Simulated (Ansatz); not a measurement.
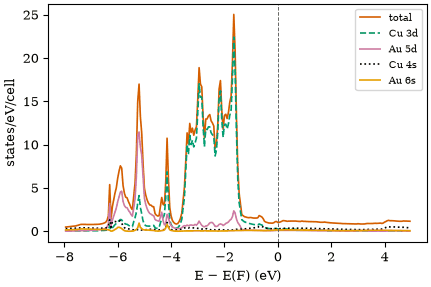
Total and projected density of states of Cu₃Au (Cu3Au type, Pm-3m), plane-wave PAW PBE (Ansatz code)

### Question
Which orbitals carry the states next to the Fermi level?

### Answer
Within 0.5 eV of the Fermi level: Cu 4s 29 %, Cu 3d 26 %, Au 6s 12 %, Au 5d 8 %, outside the projected shells 24 %. Projections are on Löwdin-orthogonalised atomic valence shells; empty p or d shells of many metals are not among them.

### Question
Where is the tallest occupied peak in this window, and what makes it?

### Answer
Near -1.6 eV, about 25 states/eV per cell; the largest projected share is Cu 3d.

Symmetry was held in the PBE relaxation. No spin polarisation was allowed. Spin–orbit coupling is left out wherever it is not named.

Potentials: the earlier of the program's two PAW sets.
